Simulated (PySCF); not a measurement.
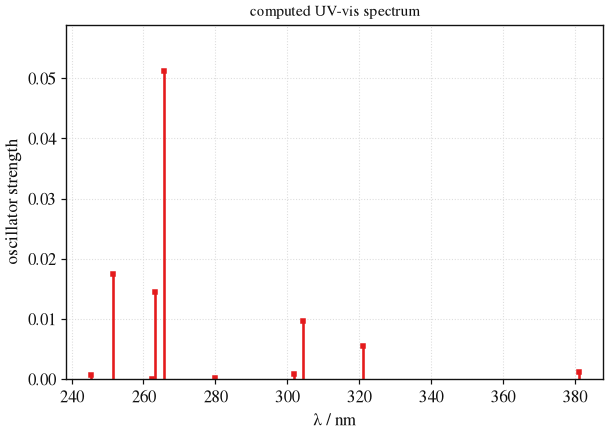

Vertical TDDFT excitations, LDA/def2-SVPD with PySCF, at a PBE0-D3(BJ)/def2-SVP geometry (no frequency check), gas phase. The lowest 10 singlet states are shown.

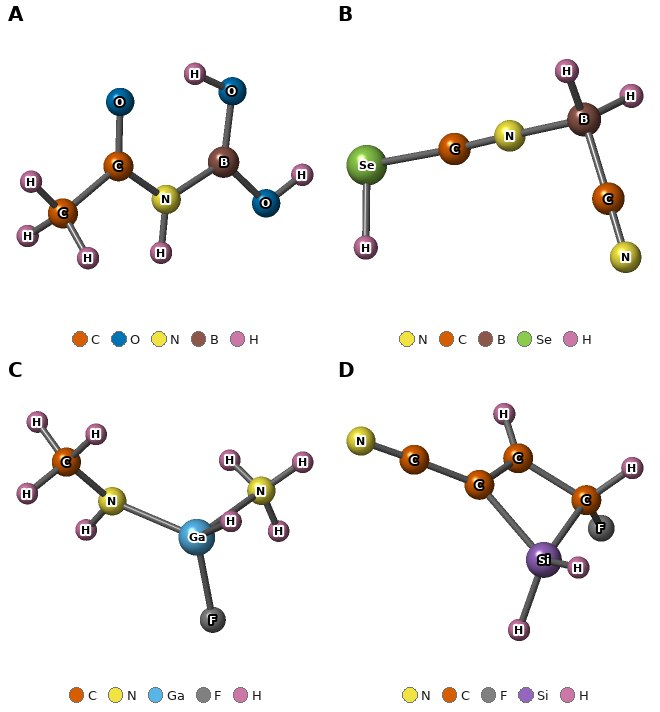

**Which molecule gives this spectrum? Choose among the lettered structures.**

Structure B, C₂H₃BN₂Se, SMILES N#C[BH2-][N+]#C[SeH]. Its lowest singlet lies at 3.25 eV (f = 0.001) and the brightest of those computed is S6 at 4.66 eV (266 nm), f = 0.051, mainly HOMO → LUMO+2 (67 %) (S7 lies within 0.06 eV, too close to order).

Known limits of this run: spin-orbit coupling is left out, and with Se it can shift these levels and split any degenerate set; core orbitals are frozen in the response.
